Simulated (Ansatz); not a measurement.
The relaxed structure here is a generated cell of Bi2Se3: the first start was made by placing the elements on the sites of a structure type, and the end was not matched to a known phase here, so it may be hypothetical. Known forms of Bi2Se3 include space group No. 166.

One stationary structure of Bi₂Se₃. These are PBEsol (plane waves to 420 eV, PAW, scalar-relativistic; Ansatz, a first-principles code) values and carry that method's errors.

P-3m1 (No. 164), hP5; a = 4.120 Å, b = 4.120 Å, c = 9.907 Å, α = 90.00°, β = 90.00°, γ = 120.00°.

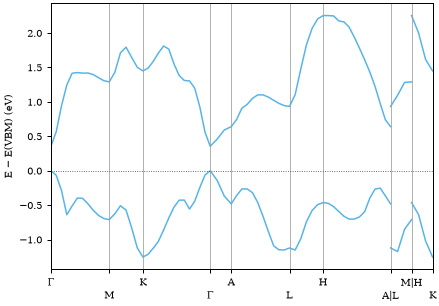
Fig. 1. Highest filled and lowest empty band along the path of this cell's Brillouin zone

**Question.** Read off the gap and say whether it is direct.

**Answer.** 0.35 eV, direct at Γ (no spin-orbit coupling).

**Question.** How far does the top valence band disperse along this path?

**Answer.** About 1.3 eV.

No spin polarisation in the result. Without spin-orbit coupling the bands of the heavy element are not split, so the gap can be far off.

The run could not lose the symmetry of its start, so the end can be a saddle point.
